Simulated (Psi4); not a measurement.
# BH2SClO (SMILES OB(S)Cl): BLYP/def2-SVPD

What is the vertical electron affinity of BH2SClO at BLYP/def2-SVPD? 

The results are computed with Psi4 1.11.

1 further run of the same task is left out (set aside as unsound or not needed).

## 1. Starting point

BH2SClO has 6 atoms, charge 0, and is taken as a singlet. SMILES: `OB(S)Cl`. The coordinates come from a PBE0-D4/def2-TZVP relaxation. This is one conformer, not always the lowest.

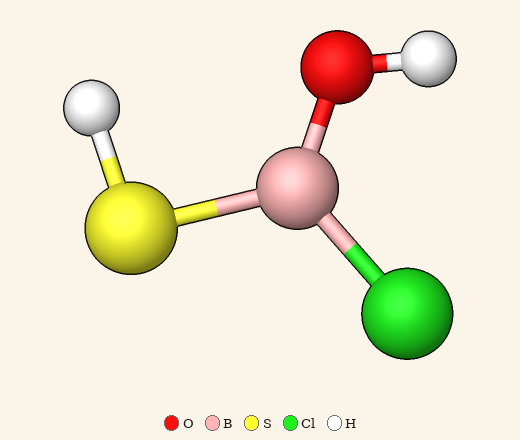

Viewed from a chosen angle; oxygen red, boron pink, sulfur yellow, chlorine green, hydrogen white.

## 2. Energy and forces at BLYP/def2-SVPD

Contents of calc.dat:

```
memory 1600 MB

molecule {
  0 1
  O      0.301700     0.908000    -0.627200
  B     -0.232300    -0.218400    -0.112900
  S      0.333000    -0.896100     1.455800
  Cl    -1.520700    -1.084000    -0.964300
  H     -0.088300     1.162600    -1.468700
  H      1.248600     0.063900     1.671200
  symmetry c1
}

set basis def2-SVPD
set puream true
set e_convergence 1e-09
set d_convergence 1e-08
set scf_type pk
set dft_radial_points 99
set dft_spherical_points 590

result, w = gradient('blyp', return_wfn=True)
oeprop(w, 'WIBERG_LOWDIN_INDICES', 'MULLIKEN_CHARGES', 'MAYER_INDICES', title='BLYP')
```

Started as:

```console
$ psi4 -i calc.dat -o calc.out -n 1
```

calc.out (excerpt; [...] marks lines left out):

```text
[...]
  Running in c1 symmetry.
[...]
  Nuclear repulsion =  185.660834831533833
[...]
  Multiplicity = 1
[...]
  Nalpha       = 24
  Nbeta        = 24
[...]
    Number of basis functions: 113
[...]
   @RKS iter   1:  -959.12778236942620    1.28407e-01   7.43901e-03 DIIS/ADIIS
[...]
   @RKS iter  12:  -959.43976946762677   -2.26237e-11   8.73139e-09 DIIS
[...]
    Orbital Energies [Eh]
    ---------------------
    Doubly Occupied:
       1A   -100.727126     2A    -88.120069     3A    -18.835032
       4A     -9.190341     5A     -7.692988     6A     -7.026526
       7A     -7.020356     8A     -7.019249     9A     -6.635196
      10A     -5.728607    11A     -5.724081    12A     -5.720404
      13A     -0.957973    14A     -0.767752    15A     -0.683288
      16A     -0.530012    17A     -0.441638    18A     -0.400371
      19A     -0.362591    20A     -0.345074    21A     -0.308869
      22A     -0.296785    23A     -0.286346    24A     -0.242974
[...]
  @RKS Final Energy:  -959.43976946762677
   => Energetics <=
    Nuclear Repulsion Energy =            185.6608348315338333
    One-Electron Energy =               -1692.0875250645601682
    Two-Electron Energy =                 614.2794236531659635
    DFT Exchange-Correlation Energy =     -67.2925028877662754
    Empirical Dispersion Energy =           0.0000000000000000
    VV10 Nonlocal Energy =                  0.0000000000000000
    Total Energy =                       -959.4397694676267747
[...]
 Multipole Moments:
 ------------------------------------------------------------------------------------
     Multipole            Electronic (a.u.)      Nuclear  (a.u.)        Total (a.u.)
 ------------------------------------------------------------------------------------
 L = 1.  Multiply by 2.5417464519 to convert [e a0] to [Debye]
 Dipole X            :         -2.5419348            2.7267076            0.1847727
 Dipole Y            :         -1.8528126            2.3516676            0.4988550
 Dipole Z            :         -1.5163344            1.2149838           -0.3013506
 Magnitude           :                                                    0.6113996
[...]
  -Total Gradient:
     Atom            X                  Y                   Z
    ------   -----------------  -----------------  -----------------
       1       -0.008919231256    -0.006955021182    -0.004797882016
       2       -0.001262574437     0.001091590846    -0.003048643326
       3        0.002764193462     0.010895703753    -0.008379343676
       4        0.010750143117     0.007143252366     0.007200817044
       5        0.003906165183    -0.005176916184     0.011396612401
       6       -0.007240379042    -0.007002284971    -0.002369757529
[...]
  Mulliken Charges: (a.u.)
   Center  Symbol    Alpha    Beta     Spin     Total
       1     O     4.12749  4.12749  0.00000 -0.25498
       2     B     2.15828  2.15828  0.00000  0.68344
       3     S     8.15161  8.15161  0.00000 -0.30322
       4    CL     8.70311  8.70311  0.00000 -0.40621
       5     H     0.46035  0.46035  0.00000  0.07931
       6     H     0.39917  0.39917  0.00000  0.20167
   Total alpha = 24.00000, Total beta = 24.00000, Total charge =  0.00000
  Mayer Bond Indices:
[...]
```

It took 36 s on 1 thread of Intel Xeon Platinum 8259CL at 2.50GHz (Skylake/Cascade Lake), shared host; peak memory 0.64 GiB.

## 3. The doublet anion: the energy at UBLYP/def2-SVPD

Contents of bclh2os_ase.py:

```python
import numpy as np
from ase.calculators.psi4 import Psi4
from ase import Atoms

a = Atoms(['O', 'B', 'S', 'Cl', 'H', 'H'], positions=[
    [0.301700, 0.908000, -0.627200],
    [-0.232300, -0.218400, -0.112900],
    [0.333000, -0.896100, 1.455800],
    [-1.520700, -1.084000, -0.964300],
    [-0.088300, 1.162600, -1.468700],
    [1.248600, 0.063900, 1.671200],
])
calc = Psi4(atoms=a, method='blyp', basis='def2-SVPD', memory='1600MB', num_threads=1, charge=-1, multiplicity=2, label='psi4-calc', reference='uks')
calc.psi4.set_options({'puream': True, 'e_convergence': 1e-09, 'd_convergence': 1e-08, 'scf_type': 'pk', 'dft_radial_points': 99, 'dft_spherical_points': 590, 'maxiter': 200})
a.calc = calc

print(f'energy: {a.get_potential_energy():.6f} eV')
```

Started as:

```console
$ python bclh2os_ase.py
```

psi4-calc.dat (excerpt; [...] marks lines left out):

```text
[...]
  Running in c1 symmetry.
[...]
  Nuclear repulsion =  185.660834831533833
[...]
  Multiplicity = 2
[...]
  Nalpha       = 25
  Nbeta        = 24
[...]
    Number of basis functions: 113
[...]
   @UKS iter   1:  -958.84135450662461    4.14834e-01   8.96817e-03 DIIS/ADIIS
[...]
   @UKS iter  16:  -959.41244963901181   -2.97860e-11   6.27693e-09 DIIS
[...]
   @S^2 Observed:                7.500995384E-01
[...]
    Orbital Energies [Eh]
    ---------------------
    Alpha Occupied:
       1A   -100.581327     2A    -87.971030     3A    -18.674211
       4A     -9.044891     5A     -7.544790     6A     -6.880952
       7A     -6.874946     8A     -6.873839     9A     -6.485399
      10A     -5.580317    11A     -5.575825    12A     -5.572303
      13A     -0.797845    14A     -0.622464    15A     -0.536519
      16A     -0.371046    17A     -0.295724    18A     -0.250033
      19A     -0.209125    20A     -0.196740    21A     -0.162196
      22A     -0.149189    23A     -0.141149    24A     -0.098439
      25A      0.083284
    Alpha Virtual:
[...]
  @UKS Final Energy:  -959.41244963901181
   => Energetics <=
    Nuclear Repulsion Energy =            185.6608348315338333
    One-Electron Energy =               -1699.2047763419809598
    Two-Electron Energy =                 621.5286293149389394
    DFT Exchange-Correlation Energy =     -67.3971374435035813
    Empirical Dispersion Energy =           0.0000000000000000
    VV10 Nonlocal Energy =                  0.0000000000000000
    Total Energy =                       -959.4124496390118111
[...]
 Multipole Moments:
 ------------------------------------------------------------------------------------
     Multipole            Electronic (a.u.)      Nuclear  (a.u.)        Total (a.u.)
 ------------------------------------------------------------------------------------
 L = 1.  Multiply by 2.5417464519 to convert [e a0] to [Debye]
 Dipole X            :         -3.1692350            2.7267076           -0.4425274
 Dipole Y            :         -3.0192503            2.3516676           -0.6675827
 Dipole Z            :         -1.0893911            1.2149838            0.1255926
 Magnitude           :                                                    0.8107223
[...]
```

On the terminal:

```text
energy: -26106.942524 eV
```

Run time: 47 s. Hardware: 1 thread of Intel Xeon Platinum 8259CL at 2.50GHz (Skylake/Cascade Lake), shared host; peak memory 0.66 GiB.

## 4. Summary of results

Level: BLYP/def2-SVPD.

```
                                         quantity          value
                    singlet BH2SClO: total energy  -959.43977 Eh
                   singlet BH2SClO: dipole moment         1.55 D
                     singlet BH2SClO: HOMO energy       -6.61 eV
                     singlet BH2SClO: LUMO energy       -1.03 eV
                   singlet BH2SClO: HOMO–LUMO gap        5.58 eV
        singlet BH2SClO: largest force on an atom     0.760 eV/Å
                      doublet anion: total energy  -959.41245 Eh
doublet anion: HOMO energy (highest over α and β)        2.27 eV
 doublet anion: LUMO energy (lowest over α and β)        2.60 eV
                              doublet anion: ⟨S²⟩          0.750
vertical electron affinity (to the doublet anion)      -0.743 eV
```

**Reading.** The anion lies 0.74 eV (17.1 kcal/mol) above the neutral: the electron isn't bound at this level, and such a value depends on the basis. The largest force (singlet BH2SClO) is 0.76 eV/Å: the shape isn't a stationary point for this species at this level. Mulliken charges (singlet BH2SClO) run from -0.41 on Cl4 to +0.68 on B2; in a basis this large or diffuse they mean little. The HOMO (doublet anion) lies at positive energy, 2.27 eV, as semi-local functionals often give for anions; only total energies tell whether the electron is bound.
